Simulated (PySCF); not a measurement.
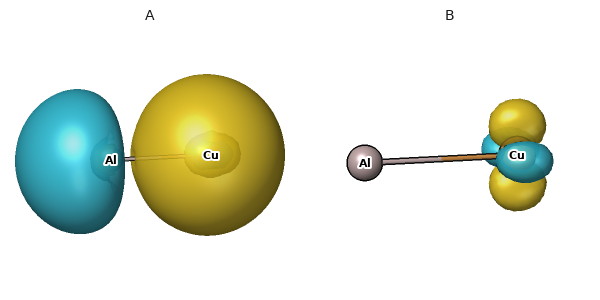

Figure. AlCu. Two frontier orbitals, each drawn at the value that holds 80 % of its norm (yellow and cyan are the two phases), in no order; of a degenerate pair one member is drawn.

Computed with PySCF, PBE0/def2-TZVPPD, non-relativistic Hamiltonian with scalar-relativistic core potentials where named, at a bond length of 2.411 Å.

Question: Label each orbital by symmetry, say whether it is occupied, and order them by energy.

Answer: Orbital B: δ, occupied, −7.39 eV; almost wholly on Cu.
Orbital A: σ, occupied, −4.91 eV; shared between the atoms (Al 50 %, Cu 50 %).
